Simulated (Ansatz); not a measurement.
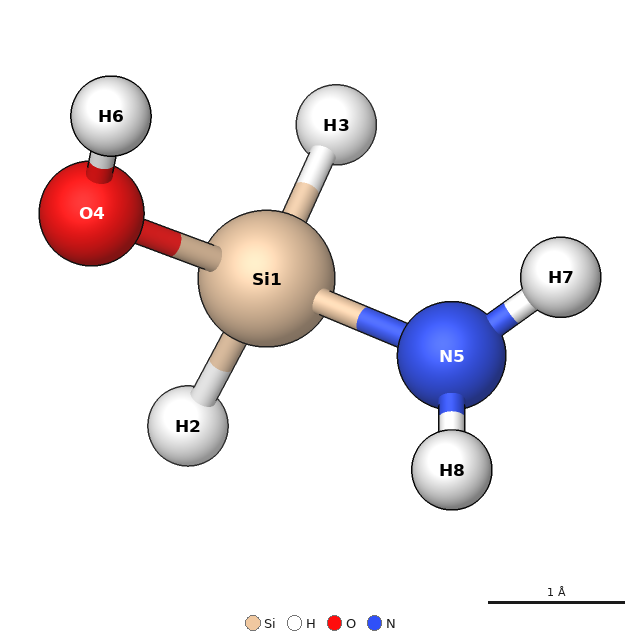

The atoms are numbered. Computed geometry: PBE0-D4/def2-TZVP optimisation.

Which atoms are bonded, and how long are the bonds?

```
  bond  length (Å)
Si1–H2       1.479
Si1–H3       1.487
Si1–O4       1.649
Si1–N5       1.705
 O4–H6       0.958
 N5–H7       1.005
 N5–H8       1.006
```
